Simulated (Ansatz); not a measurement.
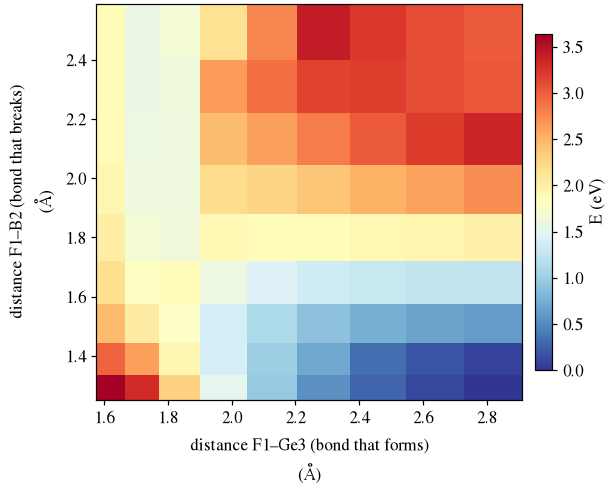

Energy landscape of the reacting system BFGeH5 (fragments BFH₂ + GeH₃ where the first distance is long, FGeH₃ + BH₂ where the second is long), spin multiplicity 2. The first coordinate is: distance F1–Ge3 (bond that forms); the second: distance F1–B2 (bond that breaks). Relaxed at each point: all other coordinates. The grid has 9 × 9 points. Points are written as (first, second). Energies: eV, counted from the lowest grid point. Energies and slopes of some neighbouring points disagree (a jump in structure or state, or too coarse a mesh). Computed with UHF/def2-SVP (Ansatz).

The picture shows one coloured cell a grid point. 

> Summarise what can be read from the map.

The lowest grid point is at (2.820 Å, 1.296 Å). It lies in a valley that leaves the map towards separated partners. Other grid points that lie below all their neighbours: (1.709 Å, 2.312 Å) (1.58 eV higher). The highest grid point, (1.620 Å, 1.296 Å), lies 3.64 eV above the lowest.

The input of one point:

```yaml
crystal:
  periodic: [false, false, false]
  atoms:
    - { symbol: F, position_ang: [-0.385211, -0.282367, -0.742263] }
    - { symbol: B, position_ang: [-1.070006, -0.819766, -1.702406] }
    - { symbol: Ge, position_ang: [1.12884, 0.906077, 1.318721] }
    - { symbol: H, position_ang: [-0.686783, -1.830256, -2.204693] }
    - { symbol: H, position_ang: [-2.074664, -0.296681, -2.073332] }
    - { symbol: H, position_ang: [-0.325057, 1.284341, 1.620037] }
    - { symbol: H, position_ang: [2.03673, 1.638485, 2.327126] }
    - { symbol: H, position_ang: [1.376251, -0.599734, 1.456708] }
magnetization:
  spin_polarized: true
  initial_magnetization: 1
basis:
  gaussian: { orbitals: def2-SVP }
hamiltonian:
  xc: hf
output:
  forces: true
relax:
  f_tol: 0.02
  max_steps: 50
  escape_saddle: false
  constraints: [{ distance: [0, 2] }, { distance: [0, 1] }]
```

Each point was launched as `ansatz run input.yaml --threads 1 --pin off --max-ram 2560MiB --backend cpu --events-out ev --progress --plain --runs-dir out`. The whole map (81 points run) took 21 min on 1 thread of Intel(R) Xeon(R) Platinum 8488C (Sapphire Rapids), on a shared host.
